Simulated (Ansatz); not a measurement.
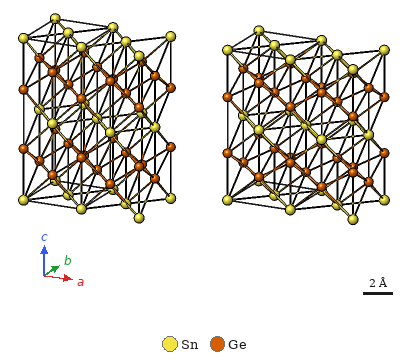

Two geometries of crystalline SnGe₂ (a generated structure, set up in Fmmm), drawn at one scale. One is the start of a relaxation, the other its converged end. A ball-and-stick model of the conventional cell (4 times the calculation's cell), repeated 2 × 1 × 1 with one cell outlined, seen from a free direction. Lengths and directions refer to the drawn axes.

Theory: DFT PBE, scalar-relativistic, plane waves, PAW in Ansatz 0.2.0. (plane-wave cutoff 420 eV; k-point mesh 14 × 14 × 14; occupations gaussian; smearing width 0.1 eV; no spin polarisation; cell and atoms relaxed; force threshold 0.01 eV/Å; at most 80 steps)

Q: Which one is relaxed?

A: The right one is the relaxed one. The energy falls by 23.6 meV per cell of the calculation in 9 accepted moves (12 points after the start). Largest force component: 0.012 eV/Å at the start, 0.00015 eV/Å at the end. The pressure goes from 0.46 to 0.01 GPa. The line search rejected the trial step at point 6 of the run. At 2 points the geometry stayed and the basis and grid were re-selected for the new cell (energy shift of 0.7 meV per cell of the calculation at most each time). The largest moves relative to the cell, 0.045 Å, are those of Ge atoms. Sn stays in place. The drawn cell changes as follows: a 4.509 → 4.896 Å (+8.6 %), b 4.945 → 4.897 Å (−1.0 %), c 11.891 → 11.018 Å (−7.3 %); the volume changes by −0.4 %. Among the contacts that change: Ge–Sn 3.774 → 3.452 Å, Ge–Ge 2.946 → 2.818 Å, Sn–Sn 3.346 → 3.462 Å, Ge–Sn 3.291 → 3.198 Å. Among the angles between lasting bonds that change: Ge–Ge–Ge 109.2° → 120.6°, Sn–Ge–Ge 79.3° → 69.7°, Sn–Ge–Sn 92.1° → 99.9°. The space group (tolerance 0.01 Å) goes from Fmmm (No. 69) to I4/mmm (No. 139).
